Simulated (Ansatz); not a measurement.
# A ladder of methods for CH2NSn (SMILES N#[C][SnH2])

CH2NSn: 5 atoms, total charge 0, spin state doublet. SMILES: `N#[C][SnH2]`. The shape was relaxed beforehand at r2SCAN/def2-SVP.

```xyz
5

N     0.8370   -1.5450    1.6794
C     0.5081   -0.8540    0.7975
Sn    0.0135    0.3337   -0.9028
H    -1.6563    0.0395   -1.1845
H     0.3476    1.9522   -0.4310
```

Each level gives the adiabatic electron affinity (to the singlet anion, shapes relaxed at r2SCAN/def2-SVP, no zero-point term) (eV). The values are calculated.

The electron affinity is E(neutral) − E(anion): positive where the electron is bound.

| level | kind | program | value (eV) | CPU time (all runs) |
| --- | --- | --- | --- | --- |
| UHF/def2-TZVPP (core potential) | Hartree–Fock | Ansatz | 1.80 | 7.4 s |
| UBLYP/def2-TZVPP (core potential) | GGA | Ansatz | 2.78 | 3.8 s |
| UPBE/def2-TZVPP (core potential) | GGA | Ansatz | 2.77 | 3.2 s |
| U-r2SCAN/def2-TZVPP (core potential) | meta-GGA | Ansatz | 2.73 | 7.1 s |
| UB3LYP/def2-TZVPP (core potential) | global hybrid | Ansatz | 2.90 | 5.3 s |
| UPBE0-D4/def2-TZVPP (core potential) | global hybrid | Ansatz | 2.74 | 4.6 s |
| U-wB97M-V/def2-TZVPP (core potential) | range-separated hybrid | Ansatz | 2.77 | 15 s |
| RPA@PBE/def2-TZVPP (core potential) | RPA | Ansatz | 2.94 | 8.8 s |

Spin-orbit coupling, which can split open shells on such heavy atoms by tenths of an eV, is left out. The values span 1.80 to 2.94 eV. Times are those of the runs behind each value, whatever else they computed, on shared processors of several kinds: orders of magnitude only.

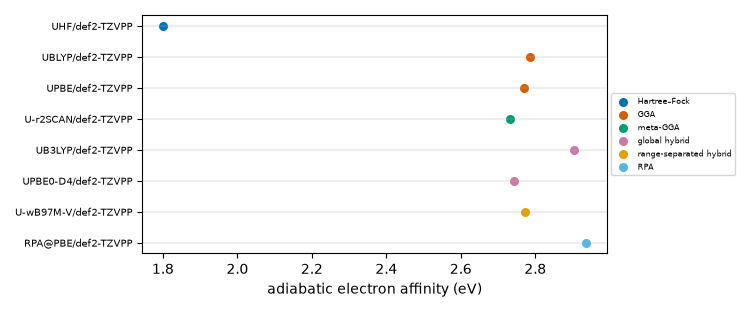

The values of the table, level by level.
